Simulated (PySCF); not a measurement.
```yaml
atoms:
  - { symbol: C, position_ang: [-2.1101, -0.8615, -0.9636] }
  - { symbol: C, position_ang: [-0.8619, -0.4190, -0.9860] }
  - { symbol: C, position_ang: [-0.1743, 0.2075, 0.1507] }
  - { symbol: C, position_ang: [-0.7727, 1.3739, 0.7845] }
  - { symbol: O, position_ang: [-0.2290, 1.9996, 1.6762] }
  - { symbol: O, position_ang: [-1.9996, 1.7151, 0.3468] }
  - { symbol: Si, position_ang: [0.6415, -0.8399, 1.5806] }
  - { symbol: C, position_ang: [1.3677, 0.2267, 0.2215] }
  - { symbol: C, position_ang: [2.1470, -0.3590, -0.9327] }
  - { symbol: H, position_ang: [-2.7202, -0.7957, -0.0791] }
  - { symbol: H, position_ang: [-2.5738, -1.2890, -1.8356] }
  - { symbol: H, position_ang: [-0.2824, -0.5131, -1.8949] }
  - { symbol: H, position_ang: [-2.3071, 2.4865, 0.8467] }
  - { symbol: H, position_ang: [0.5942, -2.2663, 1.3035] }
  - { symbol: H, position_ang: [0.4706, -0.3546, 2.9300] }
  - { symbol: H, position_ang: [1.7424, 1.2035, 0.5134] }
  - { symbol: H, position_ang: [2.0472, 0.2667, -1.8203] }
  - { symbol: H, position_ang: [3.2031, -0.4086, -0.6739] }
  - { symbol: H, position_ang: [1.8074, -1.3636, -1.1751] }
```

Geometry: GFN2-xTB.

Theory: PySCF, PBE0/pcSseg-1, SCF density, gas phase, non-relativistic.

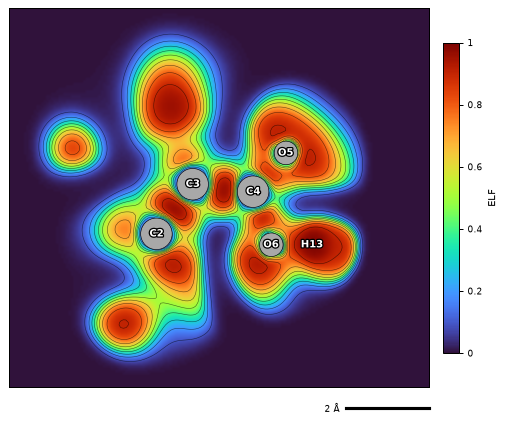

C6H10O2Si. ELF on the plane of atoms C2, C3 and C4. Grey discs cover the atomic cores.

> Describe what can be read from this map.

The plane passes through C, O and H nuclei. C–O (1.22 Å): the ELF peaks at about 0.85 between the atoms (a short, multiple covalent bond). O–H (0.97 Å): the ELF climbs to about 1 towards the hydrogen, as it does in any bond to H; an ordinary covalent bond to hydrogen. C–O (1.35 Å): the ELF peaks at about 0.90 between the atoms: a polar covalent bond. C–C (1.46 Å): the ELF peaks at about 0.95 between the atoms (localised, covalent bonding). The ELF also peaks beside O6 and O5, away from the bonds: lone-pair regions.
